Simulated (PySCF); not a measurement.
## A study: F5S, charge +1, SMILES `F[S+](F)(F)(F)F`

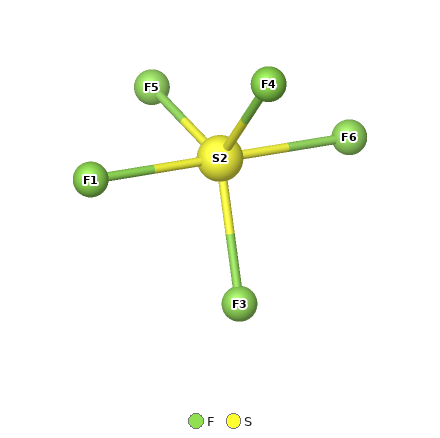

The molecule, with its atoms numbered as below. No frequency check shows the geometry to be a minimum.

Coordinates in Å:

```
F1       1.5494    0.0006    0.0007
S2       0.0001   -0.0001    0.0000
F3       0.0009   -1.4937   -0.4021
F4       0.0001    1.0952   -1.0925
F5      -0.0013    0.3987    1.4946
F6      -1.5493   -0.0006   -0.0009
```

## 1. Bonding charge

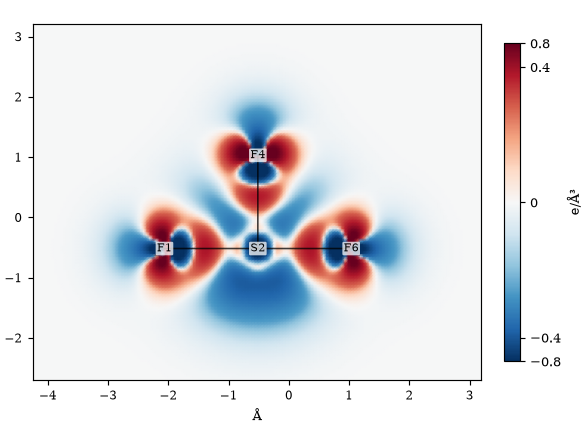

Deformation density (molecule less spherical, spin-averaged free atoms) in the plane of F1, S2, F4 and F6; colour scale in e/Å³, logarithmic beyond ±0.1; red: gain, blue: loss.

Method: PBE0/def2-TZVP; geometry: GFN2-xTB; program: PySCF.

Describe the bonding that the map shows.

Answer. F1–S2 and S2–F6: +0.11 e/Å³ at the bond critical point (bond length 1.55 Å, Mayer order 1.2); up to 0.6 Å beside the axis the gain reaches +0.34 e/Å³. S2–F4: +0.10 e/Å³ at the bond critical point (bond length 1.55 Å, Mayer order 1.3); up to 0.6 Å beside the axis the gain reaches +0.31 e/Å³. In all, 1.1 electrons gather in the regions of gain relative to the promolecule of neutral atoms (the regions of loss give up this much and the cation's charge besides). A small or negative value marks a very polar bond, one between electron-rich atoms, whose free-atom densities already overlap strongly, a long bond to a heavier atom, or a closed-shell contact such as a hydrogen bond.

Where do the Hirshfeld charges lie?

Answer. The highest Hirshfeld charge is on S2 (+0.81 e), the lowest on F1 and F6 (+0.01 e).

## 2. Local ionisation energy

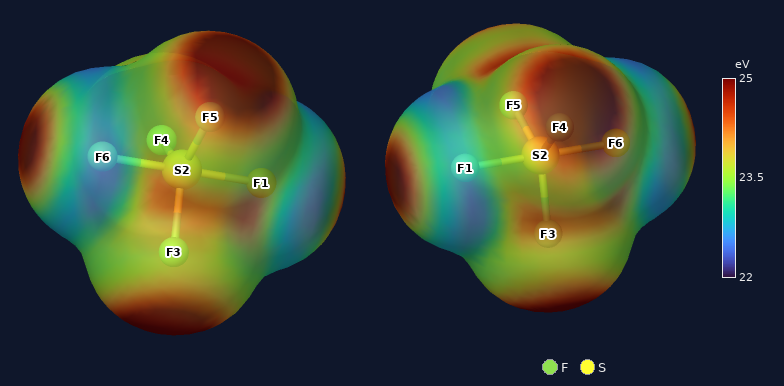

Average local ionisation energy on the surface of electron density 0.001 a.u. (back view left, front view right).

Where are the most loosely bound electrons on this surface?

Answer. The lowest value is 22.5 eV, 1.6 Å from F6, and at like points elsewhere. For comparison, the highest occupied orbital lies at −19.9 eV.

## 3. In an electric field

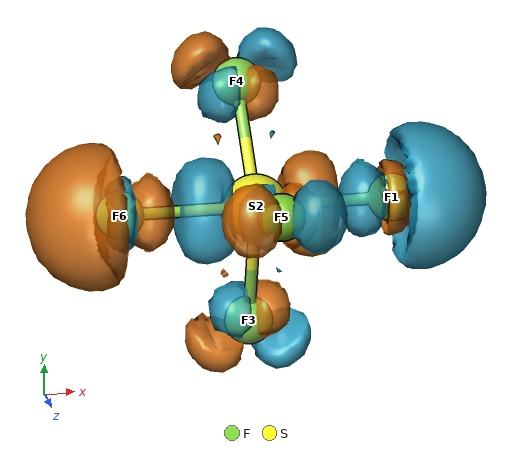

Change of the electron density in a uniform field of 0.26 V/Å, surfaces at ±0.002 e/Å³ (light blue: gain, orange: loss).

PySCF calculation, TPSSh/6-311G**, gas phase; geometry: GFN2-xTB. A basis without diffuse functions makes polarisabilities too small.

Along which Cartesian direction does the field point?

Answer. Along −x: electrons gather on the +x side, against the field.

How large is the response?

Answer. The induced dipole is 0.27 D (along the field); α along this axis, from the fields in both directions, is 21 bohr³ (3.2 Å³).

Which atoms gain and lose the most charge?

Answer. Electrons gather most on F1 (Hirshfeld charge changes by −0.012 e) and leave F6 most (+0.013 e); 0.029 electrons are displaced in all.

## 4. Localised orbitals

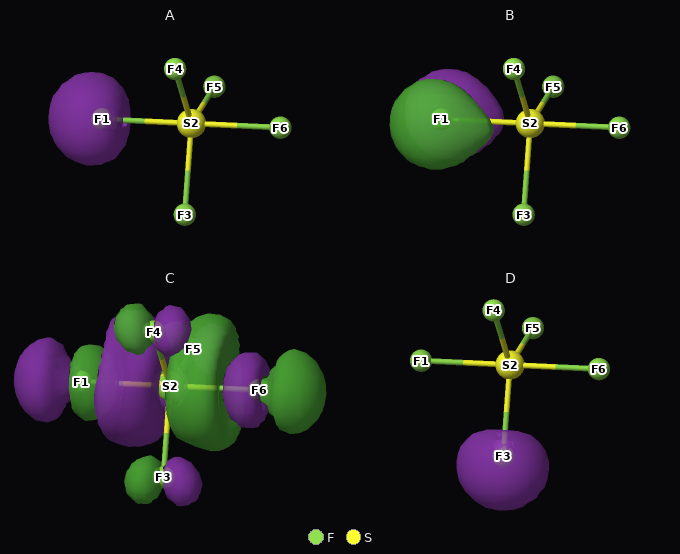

Intrinsic bond orbitals (IBO), occupied and valence-virtual; each surface holds about 85 % of the orbital's density. Energies are diagonal elements of the Fock matrix.

Method: M06-2X/6-311+G**; geometry: GFN2-xTB; program: PySCF.

Identify each orbital.

Answer. By panel:
- A: lone pair on F1 (s-type) (F1 100 %; −38.4 eV)
- B: lone pair on F1 (p-type) (F1 98 %; −23.9 eV)
- C: σ* orbital S2–F6 (S2 61 %, F6 17 %, F1 17 %; −1.8 eV)
- D: lone pair on F3 (s-type) (F3 100 %; −39.5 eV)

The PySCF runs shown took 19 s, 34 s and 18 s on 1 thread of Intel(R) Xeon(R) Platinum 8259CL CPU @ 2.50GHz (Skylake/Cascade Lake), with other jobs on the host.
